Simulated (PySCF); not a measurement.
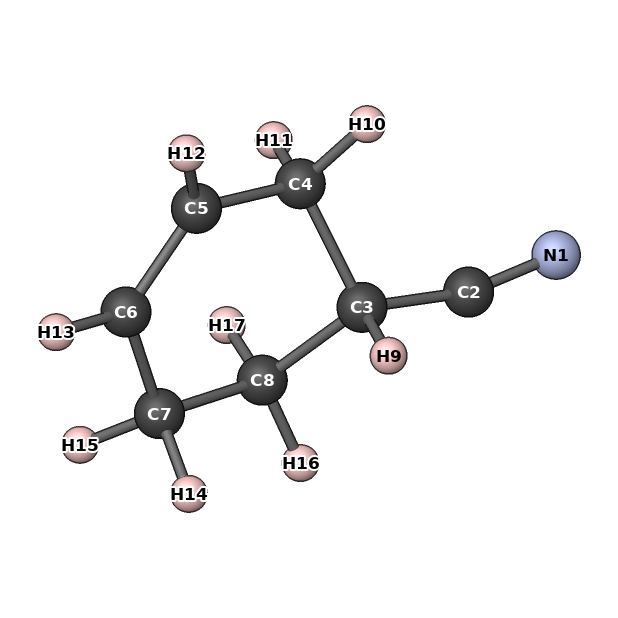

The questions are on Mulliken spin populations. The species has charge −1 and is a spin doublet. Computed geometry: GFN2-xTB optimisation. No frequency run is at hand to confirm it as a minimum. Properties computed with UKS B3LYP, pcH-1 on C H N, non-relativistic (PySCF 2.14.0).

Give the Mulliken spin populations atom by atom.

```csv
atom,value (e)
N1,0.10
C2,0.06
C3,0.02
C4,0.04
C5,0.24
C6,0.35
C7,−0.02
C8,−0.01
H9,0.05
H10,0.00
H11,0.05
H12,0.01
H13,−0.02
H14,0.07
H15,0.00
H16,0.03
H17,0.03
```

Mulliken values depend strongly on the basis set.
